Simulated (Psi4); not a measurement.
# UM06-2X/def2-SVPD run of GeH2ClO (SMILES [O][GeH2][Cl])

What is the vertical electron affinity of GeH2ClO at UM06-2X/def2-SVPD? 

The results are computed with Psi4 1.11.

1 further run of the same task is left out (it didn't finish). Runs told in other sessions of the task aren't counted.

**1. The system as given**

GeH2ClO has 5 atoms, charge 0, and is taken as a doublet. SMILES: `[O][GeH2][Cl]`. The coordinates come from a PBE0-D4/def2-TZVP relaxation.

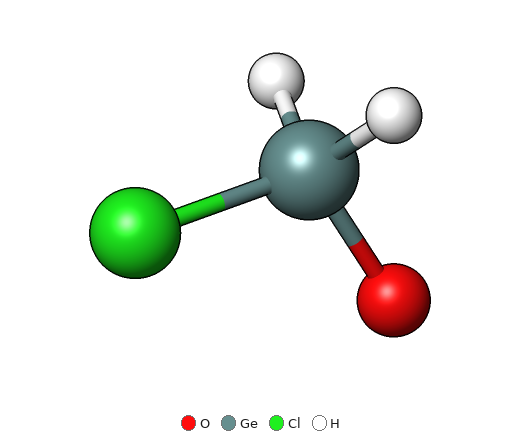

Viewed from a chosen angle; oxygen red, germanium teal, chlorine green, hydrogen white.

**2. Energy and gradient at UM06-2X/def2-SVPD**

File clgeh2o.xyz:

```xyz
5
ClGeH2O
O     -0.272400    -0.591800     1.625500
Ge     0.123700    -0.081200    -0.034500
Cl    -1.347100     1.290100    -0.778900
H      0.081000    -1.343800    -0.899000
H      1.464600     0.653000     0.045400
```

File job.py:

```python
import psi4

psi4.set_memory('2200 MB')
psi4.set_num_threads(1)
psi4.set_output_file('output.dat', False)

with open('clgeh2o.xyz') as f:
    atoms = ''.join(f.readlines()[2:])
m = psi4.geometry('0 2\n' + atoms + 'symmetry c1')

psi4.set_options({
    'reference': 'uks',
    'puream': True,
    'e_convergence': 1e-09,
    'd_convergence': 1e-08,
    'scf_type': 'pk',
    'dft_radial_points': 99,
    'dft_spherical_points': 590,
    'maxiter': 100,
})

result = psi4.gradient("m06-2x/def2-SVPD")
print('gradient / Eh bohr^-1')
print(result.np.round(6))
```

Started as:

```bash
python job.py
```

output.dat:

```text
[...]
  Running in c1 symmetry.
[...]
  Nuclear repulsion =  264.047620248749411
[...]
  Multiplicity = 2
[...]
  Nalpha       = 30
  Nbeta        = 29
[...]
    Number of basis functions: 104
[...]
   @UKS iter   1: -2611.60893847001716   -2.34518e+00   2.28392e-02 ADIIS/DIIS
[...]
   @UKS iter  15: -2613.10820256795341   -2.36469e-11   8.99253e-09 DIIS
[...]
   @S^2 Observed:                7.546350583E-01
[...]
    Orbital Energies [Eh]
    ---------------------
    Alpha Occupied:
       1A   -401.026102     2A   -102.649969     3A    -50.570146
       4A    -45.110675     5A    -45.110260     6A    -45.109815
       7A    -19.709557     8A     -9.817529     9A     -7.543188
      10A     -7.538798    11A     -7.538610    12A     -6.566881
      13A     -4.733758    14A     -4.732139    15A     -4.729629
      16A     -1.474469    17A     -1.471217    18A     -1.467521
      19A     -1.465718    20A     -1.465392    21A     -1.099341
      22A     -0.924964    23A     -0.635292    24A     -0.528492
      25A     -0.487136    26A     -0.482087    27A     -0.447969
      28A     -0.424108    29A     -0.399349    30A     -0.388435
    Alpha Virtual:
[...]
  @UKS Final Energy: -2613.10820256795341
   => Energetics <=
    Nuclear Repulsion Energy =            264.0476202487494106
    One-Electron Energy =               -4159.8706141133679921
    Two-Electron Energy =                1337.8114864316871717
    DFT Exchange-Correlation Energy =     -55.0966951350220597
    Empirical Dispersion Energy =           0.0000000000000000
    VV10 Nonlocal Energy =                  0.0000000000000000
    Total Energy =                      -2613.1082025679534127
  UHF NO Occupations:
  HONO-2 :   28  A 1.9993831
  HONO-1 :   29  A 1.9992901
[...]
 Multipole Moments:
 ------------------------------------------------------------------------------------
     Multipole            Electronic (a.u.)      Nuclear  (a.u.)        Total (a.u.)
 ------------------------------------------------------------------------------------
 L = 1.  Multiply by 2.5417464519 to convert [e a0] to [Debye]
 Dipole X            :          1.8844481           -1.1800896            0.7043585
 Dipole Y            :         -1.1010162            0.8482108           -0.2528054
 Dipole Z            :         -0.4336414           -0.0640067           -0.4976481
 Magnitude           :                                                    0.8987130
[...]
  -Total Gradient:
     Atom            X                  Y                   Z
    ------   -----------------  -----------------  -----------------
       1        0.002380587105     0.002244140320    -0.008230970133
       2       -0.009402387958     0.004040427121     0.005196488623
       3        0.006839547939    -0.006177558099     0.003045608605
       4        0.000472686033     0.000467095414     0.000254377333
       5       -0.000262995273    -0.000599049263    -0.000252963331
[...]
```

The script printed:

```text
gradient / Eh bohr^-1
[[ 0.002381  0.002244 -0.008231]
 [-0.009402  0.00404   0.005196]
 [ 0.00684  -0.006178  0.003046]
 [ 0.000473  0.000467  0.000254]
 [-0.000263 -0.000599 -0.000253]]
```

Run time: 79 s. Hardware: 1 thread of AMD EPYC 7R43 (Zen 3), shared host; peak memory 1.1 GiB.

**3. The singlet anion: the energy at M06-2X/def2-SVPD**

File run_ase.py:

```python
import numpy as np
from ase.calculators.psi4 import Psi4
from ase import Atoms

atoms = Atoms(['O', 'Ge', 'Cl', 'H', 'H'], positions=[
    [-0.272400, -0.591800, 1.625500],
    [0.123700, -0.081200, -0.034500],
    [-1.347100, 1.290100, -0.778900],
    [0.081000, -1.343800, -0.899000],
    [1.464600, 0.653000, 0.045400],
])
calc = Psi4(atoms=atoms, method='m06-2x', basis='def2-SVPD', memory='2200MB', num_threads=1, charge=-1, multiplicity=1, label='calc')
calc.psi4.set_options({'puream': True, 'e_convergence': 1e-09, 'd_convergence': 1e-08, 'scf_type': 'pk', 'dft_radial_points': 99, 'dft_spherical_points': 590})
atoms.calc = calc

print(f'energy: {atoms.get_potential_energy():.6f} eV')
```

Started as:

```bash
python run_ase.py
```

calc.dat:

```text
[...]
  Running in c1 symmetry.
[...]
  Nuclear repulsion =  264.047620248749411
[...]
  Multiplicity = 1
[...]
  Nalpha       = 30
  Nbeta        = 30
[...]
    Number of basis functions: 104
[...]
   @RKS iter   1: -2611.80977258044777   -2.54602e+00   2.28521e-02 ADIIS/DIIS
[...]
   @RKS iter  14: -2613.21236354897655   -4.54747e-12   4.34476e-09 DIIS
[...]
    Orbital Energies [Eh]
    ---------------------
    Doubly Occupied:
       1A   -400.787357     2A   -102.464903     3A    -50.330980
       4A    -44.872132     5A    -44.870900     6A    -44.870292
       7A    -19.348946     8A     -9.633128     9A     -7.358420
      10A     -7.354740    11A     -7.354725    12A     -6.328623
      13A     -4.497284    14A     -4.492498    15A     -4.490448
      16A     -1.234929    17A     -1.231672    18A     -1.231079
      19A     -1.226558    20A     -1.225909    21A     -0.748545
      22A     -0.717683    23A     -0.407793    24A     -0.269776
      25A     -0.266425    26A     -0.231421    27A     -0.205649
      28A     -0.149535    29A     -0.093540    30A     -0.088602
[...]
  @RKS Final Energy: -2613.21236354897655
   => Energetics <=
    Nuclear Repulsion Energy =            264.0476202487494106
    One-Electron Energy =               -4173.8096568843047862
    Two-Electron Energy =                1351.7967400770039603
    DFT Exchange-Correlation Energy =     -55.2470669904250755
    Empirical Dispersion Energy =           0.0000000000000000
    VV10 Nonlocal Energy =                  0.0000000000000000
    Total Energy =                      -2613.2123635489765547
[...]
 Multipole Moments:
 ------------------------------------------------------------------------------------
     Multipole            Electronic (a.u.)      Nuclear  (a.u.)        Total (a.u.)
 ------------------------------------------------------------------------------------
 L = 1.  Multiply by 2.5417464519 to convert [e a0] to [Debye]
 Dipole X            :          1.6296691           -1.1800896            0.4495794
 Dipole Y            :         -0.2478100            0.8482108            0.6004008
 Dipole Z            :         -1.8644001           -0.0640067           -1.9284069
 Magnitude           :                                                    2.0691437
[...]
```

Standard output:

```text
energy: -71109.130388 eV
```

Wall time 41 s (1 thread of AMD EPYC 7R43 (Zen 3), shared host); peak memory 1.1 GiB.

**4. Results**

Level: UM06-2X/def2-SVPD.

| quantity | value |
| --- | --- |
| doublet GeH2ClO: total energy | -2613.10820 Eh |
| doublet GeH2ClO: dipole moment | 2.28 D |
| doublet GeH2ClO: HOMO energy (highest over α and β) | -10.57 eV |
| doublet GeH2ClO: LUMO energy (lowest over α and β) | -3.34 eV |
| doublet GeH2ClO: ⟨S²⟩ | 0.755 |
| doublet GeH2ClO: largest force on an atom | 0.590 eV/Å |
| singlet anion: total energy | -2613.21236 Eh |
| singlet anion: HOMO energy | -2.41 eV |
| singlet anion: LUMO energy | 4.62 eV |
| singlet anion: HOMO–LUMO gap (to an unbound level, set by the basis) | 7.03 eV |
| vertical electron affinity (to the singlet anion) | 2.834 eV |

What this shows: At fixed nuclei the extra electron is bound by 2.83 eV (65 kcal/mol). The largest force (doublet GeH2ClO) is 0.59 eV/Å: the shape isn't a stationary point for this species at this level.
